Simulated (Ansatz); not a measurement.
## GeH₄O₃F₂: frequency calculation

System: GeH₄O₃F₂.
Method: RKS B3LYP-D4/def2-SVP (Ansatz 0.2.0).

It belongs to a series of runs on one base structure; here: vibrations at the highest image of the band. Figures and captions count atoms from 1; the log counts them from 0 in places.

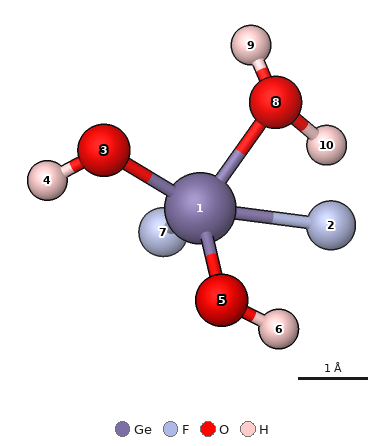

**Figure 1.** The structure (ball-and-stick view, seen at a tilt; atoms are numbered from 1 in the order of the input). Sticks mark near contacts.

## Input
```yaml
crystal:
  periodic: [false, false, false]
  atoms:
    - { symbol: Ge, position_ang: [0.284003, 0.187068, -0.032361] }
    - { symbol: F, position_ang: [-0.849649, 0.753957, 1.598503] }
    - { symbol: O, position_ang: [1.731875, -0.042226, -1.024383] }
    - { symbol: H, position_ang: [1.649722, -0.806688, -1.610727] }
    - { symbol: O, position_ang: [-0.894193, 0.989581, -1.047951] }
    - { symbol: H, position_ang: [-1.658873, 1.234056, -0.504536] }
    - { symbol: F, position_ang: [-0.036015, -1.446147, 0.466037] }
    - { symbol: O, position_ang: [1.242066, 1.285385, 1.208199] }
    - { symbol: H, position_ang: [2.094373, 0.946009, 1.520276] }
    - { symbol: H, position_ang: [0.28049, 1.186201, 1.815542] }
basis:
  gaussian: { orbitals: def2-SVP }
hamiltonian:
  xc: b3lyp
  dispersion: d4
phonons: {}
```

Hardware: 4 threads of Arm Neoverse V1, 24 GiB of memory available, shared host.

Launched with:
```bash
ansatz run input.yaml --threads 4 --pin off --max-ram 5120MiB --backend cpu --events-out ev --progress --plain --runs-dir out
```

## Output
```
Engine: ansatz 0.2.0, aarch64-unknown-linux-gnu
Functional definition: B3LYP
  parameter a0 = 0.2
  parameter ax = 0.72
  parameter ac = 0.81
  exchange = (1 - a0 - ax)*slater_x + ax*b88_x + a0*exact_x
  correlation = (1 - ac)*vwn_rpa_c + ac*lyp_c
1254 factors; integrals over basis functions are off by at most 2.8e-4 eV
mean field evaluation 1: about -68132.8415 eV, gradient 9.0e1 eV
mean field evaluation 2: about -68111.8191 eV, gradient 1.4e2 eV
mean field evaluation 4: about -68145.7772 eV, gradient 5.9e0 eV
mean field evaluation 8: about -68145.8421 eV, gradient 1.5e-1 eV
mean field evaluation 16: about -68145.8421 eV, gradient 6.2e-6 eV
mean field -68145.84212898 eV, -2504.3135073292 hartree, gradient 6.2e-6 eV, S^2 0.000000; 0 other end points of the search recorded, 0 dependent functions left out
the calculation of the forces begins
reference -68145.84234099 eV, -2504.3135151203 hartree; 39, 39 occupied and 83, 83 virtual orbitals, 1254 factors
these checks for a lower state are left out or cut short: stability, starts, cluster_reference, orbital_swaps, neighbouring_geometries, increment
1254 factors; integrals over basis functions are off by at most 2.8e-4 eV
mean field -68145.84198073 eV, -2504.3135018810 hartree, gradient 1.2e-6 eV, S^2 0.000000; 0 other end points of the search recorded, 0 dependent functions left out
[... from here on the field's lines of each further geometry are left out, up to the last ...]
the calculation of the forces begins
reference -68145.84229921 eV, -2504.3135135850 hartree; 39, 39 occupied and 83, 83 virtual orbitals, 1254 factors
these checks for a lower state are left out or cut short: stability, starts, cluster_reference, orbital_swaps, neighbouring_geometries, increment
1254 factors; integrals over basis functions are off by at most 2.8e-4 eV
mean field -68145.84208848 eV, -2504.3135058410 hartree, gradient 1.0e-6 eV, S^2 0.000000; 0 other end points of the search recorded, 0 dependent functions left out
the calculation of the forces begins
reference -68145.84230047 eV, -2504.3135136315 hartree; 39, 39 occupied and 83, 83 virtual orbitals, 1254 factors
WARN: phonons: modes at or below zero, which the zero-point energy, F, S and C_V leave out: 1, the lowest at -613.16 cm⁻¹. A minimum has none, and a first-order saddle one
Total energy: -68146.15165791 eV, -2504.3248823076 hartree
Atom 0 at     0.284003     0.187068    -0.032361 Å, force    -0.004355     0.001606     0.003650 eV/Å
Atom 1 at    -0.849649     0.753957     1.598503 Å, force     0.005418     0.000373    -0.004872 eV/Å
Atom 2 at     1.731875    -0.042226    -1.024383 Å, force    -0.002651    -0.001324     0.002619 eV/Å
Atom 3 at     1.649722    -0.806688    -1.610727 Å, force     0.001293     0.003289    -0.003214 eV/Å
Atom 4 at    -0.894193     0.989581    -1.047951 Å, force     0.000923    -0.003515     0.003810 eV/Å
Atom 5 at    -1.658873     1.234056    -0.504536 Å, force    -0.001064     0.000972    -0.004425 eV/Å
Atom 6 at    -0.036015    -1.446147     0.466037 Å, force     0.000455     0.001149     0.000929 eV/Å
Atom 7 at     1.242066     1.285385     1.208199 Å, force    -0.002680    -0.006366     0.004870 eV/Å
Atom 8 at     2.094373     0.946009     1.520276 Å, force     0.001810     0.001453    -0.001729 eV/Å
Atom 9 at     0.280490     1.186201     1.815542 Å, force     0.000851     0.002363    -0.001636 eV/Å
Dipole moment:     0.335436     0.086107     0.216785 e Å
Vibrations: -613.16 54.92 144.02 208.88 230.16 263.44 280.64 307.52 410.42 440.52 496.58 634.19 699.40 726.14 748.63 769.56 872.11 930.41 1030.77 1277.81 1992.25 3808.59 3818.95 3840.12 cm⁻¹, zero-point energy 1.486945 eV
```

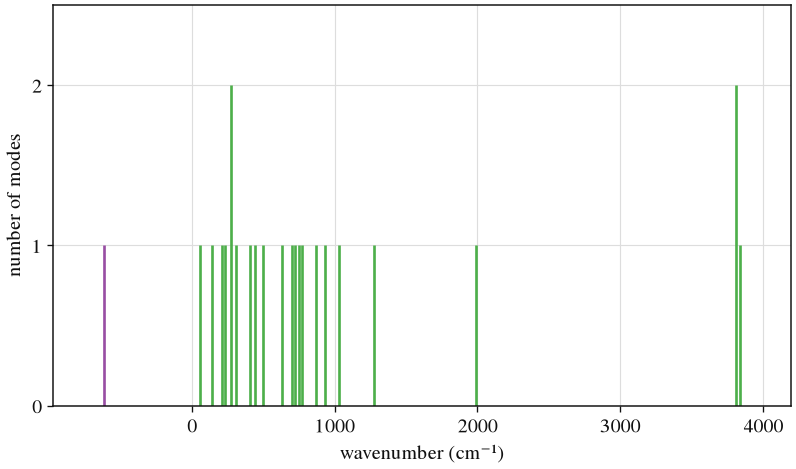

**Figure 2.** Harmonic vibrational wavenumbers from the force constants; neighbouring modes closer than 20 cm⁻¹ are counted in one stick, and imaginary ones are drawn at negative wavenumbers. 24 modes from 613i to 3840 cm⁻¹, 1 imaginary beyond 8i (613i cm⁻¹): a first-order saddle point, if the geometry is stationary.

## Results in brief

| quantity | value |
| --- | --- |
| outcome | converged |
| total energy | −68146.1517 eV |
| mean-field energy | −68145.8423 eV |
| largest force (length of the vector) | 0.008 eV/Å |
| wall time | 1.8 min (CPU time 6.5 min) |
| peak memory | 0.33 GiB |
